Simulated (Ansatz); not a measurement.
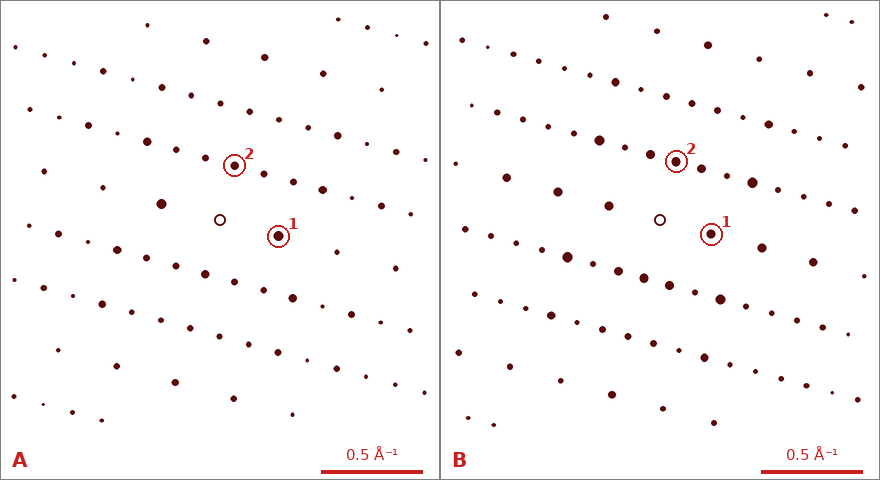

Kinematic electron diffraction patterns (300 kV, B = 0.5 Å², same scale) along [110] of the run's own cell, for the start and the end of one relaxation of PtBr with DFT PBE, scalar-relativistic, plane waves, PAW in Ansatz 0.2.0. k mesh 12×12×8. The start is a generated model structure, and the relaxation ends in the nearest stationary point of its symmetry, not necessarily the ground state. Spot 1 is 0 0 -2 and spot 2 is -1 1 0 in both.

Start structure:

```
CELL_PARAMETERS angstrom
4.14383 0.00000 0.00000
-2.07191 3.58866 0.00000
0.00000 0.00000 6.63619
ATOMIC_POSITIONS crystal
Pt 0.33333 0.66667 0.00000
Pt 0.66667 0.33333 0.50000
Br 0.33333 0.66667 0.38210
Br 0.66667 0.33333 0.88210
```

Q: Which pattern belongs to the start structure, and which to the relaxed one?

A: A is the start: its cell gives d(1) = 3.318 Å, d(2) = 3.589 Å and an angle of 90.0°. B is the relaxed structure, with d(1) = 3.808 Å (+14.8 %), d(2) = 3.336 Å (-7.0 %) and 90.0°.

Q: Name reflections whose intensity changes strongly on relaxation.

A: 0 0 4 goes from 4.9 to 57 % of the strongest spot; 1 -1 -4 goes from 1.1 to 11 % of the strongest spot; 0 0 6 goes from 9.6 to 46 % of the strongest spot.

Q: What did the relaxation do to the structure and the energy?

A: The volume changed by -0.9 % to 24.46 Å³ an atom; with the mean shift removed, the atoms moved by up to 0.24 Å relative to the cell (Pt most); the space group stayed P6_3mc (No. 186); the free energy fell by 42 meV an atom. Relaxed cell: a = 3.852 Å, b = 3.852 Å, c = 7.615 Å, α = 90.00°, β = 90.00°, γ = 120.00°.
